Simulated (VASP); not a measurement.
Band structure of MnF₂ (rutile). Computed with optB88-vdW, VASP's PBE PAW potentials (set 64) (plane waves; VASP).

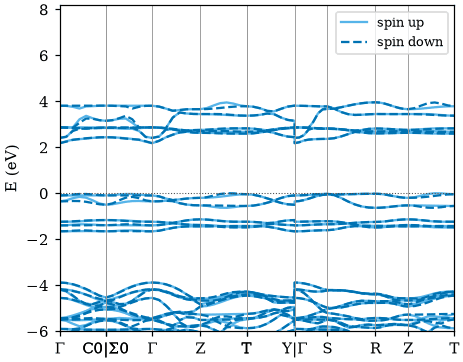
Fig. 1. Bands along high-symmetry lines, zero at the valence-band maximum or, without a gap, the Fermi level

Read the plot: is there a gap, and where are the band edges?

The gap is indirect, 2.18 eV, from the valence maximum at Z-A0 at 0.57 to the conduction minimum at Γ. (Edges off the drawn lines would not show.)

The compound is MnF2 in the rutile structure. It was relaxed first.
